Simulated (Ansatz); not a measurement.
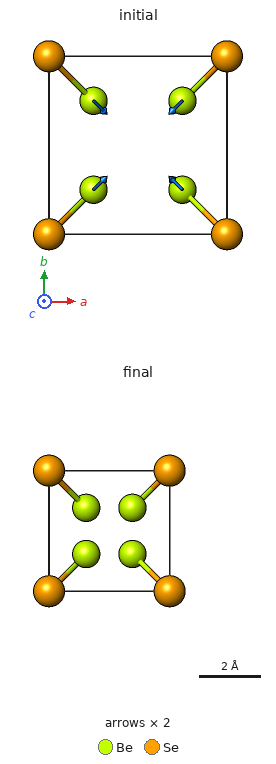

The structure of a crystal of Be₄Se (a generated structure, set up in P-43m) (coarse preliminary run) before (top) and after (bottom) a relaxation, at one scale. The blue arrows give the displacements (the part carried along by the change of the cell is left out), 2 times their true length.

The picture is a ball-and-stick view of the cell of the calculation, seen along the c axis.

All numbers below come from DFT PBE, scalar-relativistic, plane waves, PAW in Ansatz.

Input
```yaml
crystal:
  lattice:
    - [5.8989939, 0.0, 0.0]
    - [0.0, 5.8989939, 0.0]
    - [0.0, 0.0, 5.8989939]
  atoms:
    - { symbol: Be, position: [0.25, 0.25, 0.25] }
    - { symbol: Be, position: [0.75, 0.75, 0.25] }
    - { symbol: Be, position: [0.75, 0.25, 0.75] }
    - { symbol: Be, position: [0.25, 0.75, 0.75] }
    - { symbol: Se, position: [0.0, 0.0, 0.0] }
basis:
  ecutwfc: 420
kpoints:
  mp_grid: { grid: [4, 4, 4] }
hamiltonian:
  xc: pbe
scf:
  occupations: { method: gaussian, width: 0.1 }
  lower_state_search: "off"
output:
  forces: true
  stress: true
  eigenvalues: true
relax:
  adjacent_minimum: "off"
  f_tol: 0.04
  max_steps: 70
  cell: { stress_tol: 0.4 }
```

Launched with:
```bash
ansatz run input.yaml --threads 1 --pin off --max-ram 2048MiB --backend cpu --events-out ev --progress --plain --runs-dir out
```

### What changed between the two?

The largest moves relative to the cell, 0.40 Å, are those of Be1, Be2, Be3 and Be4. Be1 goes along [1 1 1]. Se stays in place. Cell: a = b = c 5.899 → 3.999 Å (−32.2 %). Volume −68.9 %. Some distances before and after: Be1–Se5 2.554 → 2.136 Å. The space group stays P-43m (No. 215). The energy falls by 1934 meV per atom in 9 accepted moves (10 points after the start). The largest force component goes from 0.25 to 0.0033 eV/Å. The pressure goes from −5.56 to −0.02 GPa. At 1 point the geometry stayed and the basis and grid were re-selected for the new cell (energy shift of 0.3 meV per atom at most each time).
